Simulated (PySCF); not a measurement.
**SiH$_{3}$SCl: one change and its effect**

System: SiH$_{3}$SCl (ClH2Si(SH)).
Method of run A: GIAO PBE0/STO-3G NMR shielding, non-relativistic, gas phase (PySCF 2.14.0).

The geometry comes from this level: PBE0-D3(BJ)/def2-SVP. Text and figures count atoms from 1; the logs count them from 0 in places.

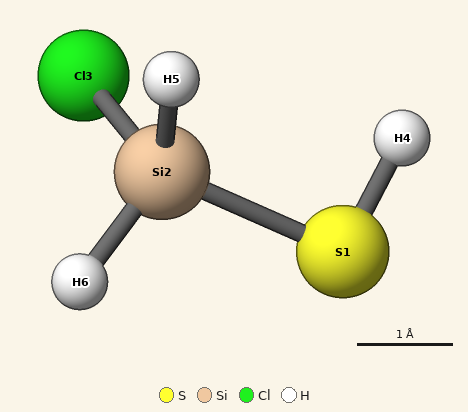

**Figure 1.** The input geometry (ball-and-stick view, seen at a tilt; atoms are numbered from 1 in the order of the input). Bond lengths as drawn: Cl–Si 2.07 Å, H–S 1.35 Å, H–Si 1.48 to 1.49 Å and S–Si 2.13 Å.

### Input file, run A
```
{"job": {"kind": "nmr", "xc": "PBE0", "basis": "STO-3G", "pop": true}, "charge": 0, "multiplicity": 1}
S      1.537710    -0.221915    -0.722513
Si    -0.476729    -0.188478    -0.028754
Cl    -1.272679     1.719865    -0.012842
H      2.033731     0.425936     0.355207
H     -0.578781    -0.709423     1.360107
H     -1.237013    -1.022015    -0.994365
```

The first line tells a small driver script what to run in PySCF; the rest is the geometry in Å.

Command:
```bash
OMP_NUM_THREADS=1 python <driver script> task.json out
```

Hardware: 1 CPU thread, shared host.

### Output (run A)
```
coarse grid: 6736 points
cycle   1  E = -1136.5601103561  dE = -5.124e-01  |g| = 3.592e-01  |ddm| = 2.766e+00
cycle   2  E = -1136.5804610619  dE = -2.035e-02  |g| = 3.199e-01  |ddm| = 1.414e+00
cycle   3  E = -1136.6246870087  dE = -4.423e-02  |g| = 1.572e-02  |ddm| = 6.689e-01
cycle   4  E = -1136.6248464653  dE = -1.595e-04  |g| = 2.633e-03  |ddm| = 5.600e-02
cycle   5  E = -1136.6248504038  dE = -3.939e-06  |g| = 7.325e-04  |ddm| = 8.759e-03
final grid: 51536 points
cycle   6  E = -1136.5896527564  dE = -1.406e-06  |g| = 1.033e-03  |ddm| = 5.861e-03
cycle   7  E = -1136.5896529416  dE = -1.852e-07  |g| = 8.311e-04  |ddm| = 4.179e-03
cycle   8  E = -1136.5896532701  dE = -3.285e-07  |g| = 5.365e-05  |ddm| = 1.884e-03
cycle   9  E = -1136.5896532714  dE = -1.207e-09  |g| = 5.811e-06  |ddm| = 1.070e-04
cycle  10  E = -1136.5896532714  dE = -1.774e-11  |g| = 1.306e-06  |ddm| = 1.585e-05
converged SCF energy = -1136.5896532714

GIAO shielding tensors (ppm)
atom      isotropic    diamagn.    paramagn.     s11        s22        s33       span
  0 S      877.662    1043.264    -165.602    750.142    899.768    983.075    232.933
  1 Si     515.540     868.076    -352.536    407.103    555.395    584.124    177.021
  2 Cl    1189.124    1129.774      59.350   1073.177   1232.899   1261.296    188.118
  3 H       33.792      31.775       2.017     25.726     32.142     43.508     17.782
  4 H       29.549      30.766      -1.217     24.831     27.410     36.405     11.575
  5 H       29.511      30.209      -0.698     24.820     27.313     36.399     11.579
```

For run B the input was changed thus:
```diff
-"basis": "STO-3G"
+"basis": "def2-SVP"
```

How does run B compare with run A?

The total energy of run B is 7777.1 kcal/mol lower, which measures the change of basis and not a stability. The HOMO goes from −4.48 to −7.80 eV. The LUMO goes from 4.02 to 0.34 eV. The dipole moment goes from 2.38 to 1.25 D. Of all shieldings, the largest change is that of Cl3, by −246.5 ppm. The SCF takes 11 iterations against 10. The basis functions go from 30 to 69.

### Output (run B)
```
coarse grid: 6736 points
cycle   1  E = -1148.8417283612  dE =  6.825e-02  |g| = 2.876e-01  |ddm| = 2.295e+00
cycle   2  E = -1148.8369284942  dE =  4.800e-03  |g| = 3.175e-01  |ddm| = 8.163e-01
cycle   3  E = -1148.8679090206  dE = -3.098e-02  |g| = 2.345e-02  |ddm| = 4.479e-01
cycle   4  E = -1148.8680772023  dE = -1.682e-04  |g| = 8.381e-03  |ddm| = 3.818e-02
cycle   5  E = -1148.8681007059  dE = -2.350e-05  |g| = 1.125e-03  |ddm| = 1.197e-02
cycle   6  E = -1148.8681011284  dE = -4.225e-07  |g| = 2.803e-04  |ddm| = 1.826e-03
final grid: 51536 points
cycle   7  E = -1148.9832906579  dE = -6.208e-06  |g| = 3.247e-03  |ddm| = 1.620e-02
cycle   8  E = -1148.9832905170  dE =  1.409e-07  |g| = 3.232e-03  |ddm| = 9.735e-03
cycle   9  E = -1148.9832937935  dE = -3.276e-06  |g| = 1.697e-04  |ddm| = 5.108e-03
cycle  10  E = -1148.9832938033  dE = -9.807e-09  |g| = 4.043e-05  |ddm| = 2.586e-04
cycle  11  E = -1148.9832938038  dE = -4.763e-10  |g| = 1.375e-05  |ddm| = 6.477e-05
converged SCF energy = -1148.9832938038

GIAO shielding tensors (ppm)
atom      isotropic    diamagn.    paramagn.     s11        s22        s33       span
  0 S      722.947    1055.505    -332.558    630.646    729.474    808.721    178.074
  1 Si     405.741     878.379    -472.638    326.664    429.369    461.188    134.524
  2 Cl     942.671    1147.138    -204.467    845.035    948.431   1034.548    189.513
  3 H       30.654      29.893       0.761     23.449     27.810     40.703     17.255
  4 H       25.530      28.588      -3.058     20.622     24.674     31.295     10.673
  5 H       25.765      28.066      -2.301     21.250     24.563     31.482     10.233
```

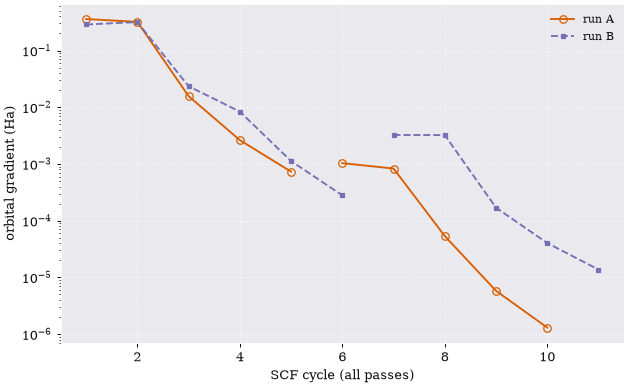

**Figure 2.** Convergence of the two runs: orbital gradient against the SCF cycle. A break in a curve parts two SCF passes (coarse and final grid). Run A takes 10 cycles in all, and run B takes 11.

### The two runs side by side

```csv
quantity,run A,run B
outcome,converged,converged
total energy (hartree),−1136.589653,−1148.983294
HOMO (eV),−4.48,−7.80
LUMO (eV),4.02,0.34
dipole moment (D),2.38,1.25
shielding of S1 (ppm),877.7,722.9
shielding of Si2 (ppm),515.5,405.7
shielding of Cl3 (ppm),1189.1,942.7
shielding of H4 (ppm),33.8,30.7
shielding of H5 (ppm),29.5,25.5
shielding of H6 (ppm),29.5,25.8
SCF iterations,10,11
basis functions,30,69
wall time (shared host),2.6 s,5.5 s
```
